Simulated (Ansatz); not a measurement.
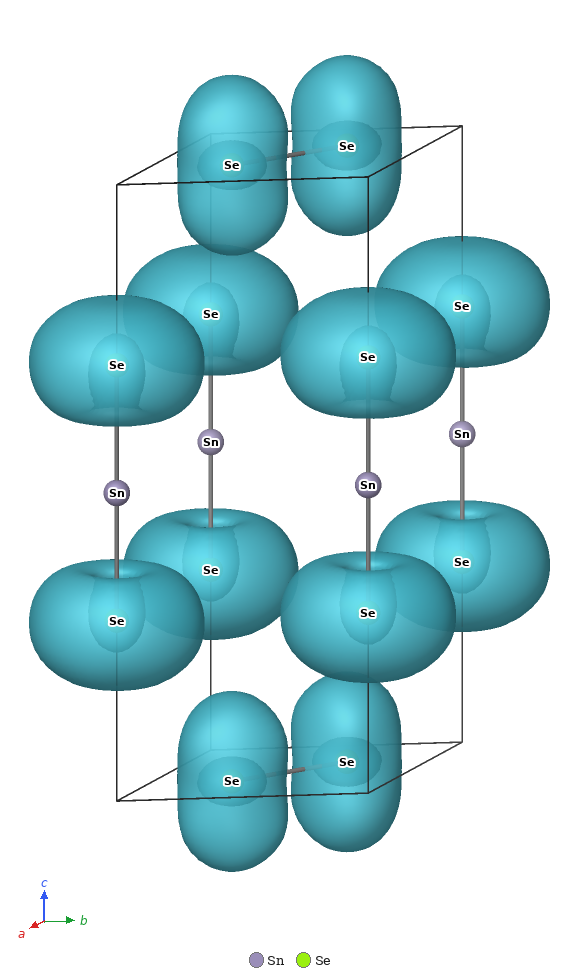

The picture shows: SnSe4. Isosurface of the ELF at 0.65 (cyan), seen slightly off an axis. Only the valence region is drawn (cores and ρ < 0.01 e/Å³ removed). Sticks mark near contacts.

Space group P6/mmm; a structure generated by program, which may or may not match a known phase.

Computed with DFT PBE, scalar-relativistic, plane waves, PAW (Ansatz).

Question: What do the ELF domains correspond to?

Answer: At this value the surface marks out four regions wrapped around Se (the valence shell of each), counted in one cell of 5 atoms. Any copies at cell faces, edges or corners count once. Profiles from the grid: Sn–Se (2.33 Å): the ELF is about 0.55 at the midpoint. Se–Se (2.61 Å): the ELF is about 0.50 at the midpoint.
